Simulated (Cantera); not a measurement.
Charge: 1 mol Si, 0.0066 mol O2, 1.3 mol H2, held at 110 Pa.

Equilibrium computed with Cantera from the NASA thermochemical tables; the gas is ideal and each condensed phase is pure. Candidate condensed phases: H2O, Si, SiO2; 18 gas species. Mutual solubility and eutectic melting of coexisting phases are not modelled. The tables hold silica as quartz up to 1696 K and as liquid above; real silica turns to tridymite and cristobalite and melts near 1996 K. Gases not in the tables: Si2H6 and higher silanes. Kinetics and transport are ignored.

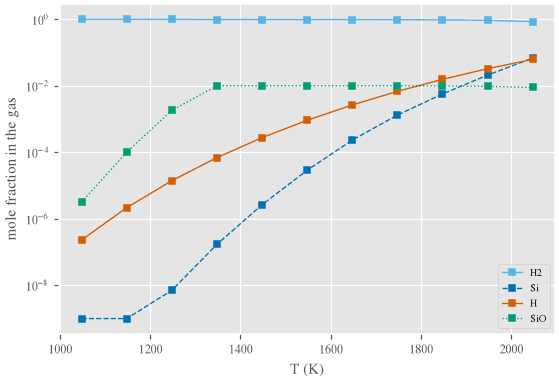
Figure: Equilibrium gas composition (values under 1e-9 drawn at 1e-9)

From 1048 K to 1248 K the condensed part is Si(s) + SiO2(β-quartz). From 1348 K to 1648 K the condensed part is Si(s). From 1748 K to 2048 K the condensed part is Si(l). The main Si-bearing gas is SiO at 1048 K and Si at 2048 K.
